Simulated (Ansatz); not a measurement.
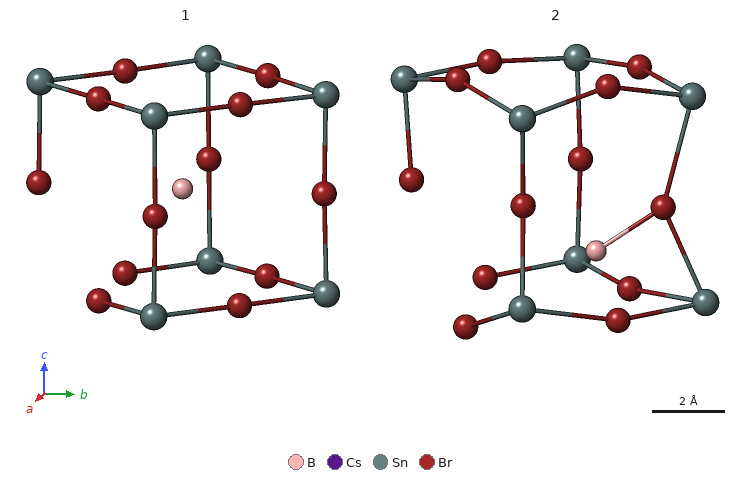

Two geometries of a defect cell of composition B₂Cs₆Sn₈Br₂₄, drawn at one scale. One is the start of a relaxation, the other its converged end. Style: ball-and-stick. Shown: the atoms within 5.0 Å of the atom that moves most (axes of the conventional cell (2 times the calculation's cell) (origin shifted)), slightly off an axis. Lengths and directions refer to the drawn axes.

Computed with DFT, PBEsol, PAW, plane waves (Ansatz 0.2.0). Settings: plane-wave cutoff 420 eV; k-point mesh 1 × 1 × 1; mesh shifted by (0.25, 0.25, 0.25); no spin polarisation; atoms relaxed in a fixed cell; force threshold 0.03 eV/Å; at most 80 steps.

### Which geometry has the lower energy?

Structure 2 is the relaxed one. The largest move is that of a B atom, 2.13 Å roughly along [0 1 −2]. Largest moves by element: B 2.13 Å, Br 1.21 Å, Cs 0.52 Å, Sn 0.35 Å. The lattice vectors keep their values. Some distances before and after: B–Br 4.026 → 2.275 Å, B–Br 4.023 → 2.474 Å, B–Br 4.020 → 2.528 Å, Br–Sn 2.822 → 3.258 Å. New bonds form: B–Br (4.03 → 2.28 Å). Over 33 geometry steps the energy falls by 4.469 eV per cell of the calculation. The largest force component goes from 0.27 to 0.026 eV/Å. The forces were under the threshold at step 19, but the run went on from there. The run took 39 s on 1 × NVIDIA GB300 Max-Q with 8 threads of Arm Neoverse-V2, peak memory 2 GiB.
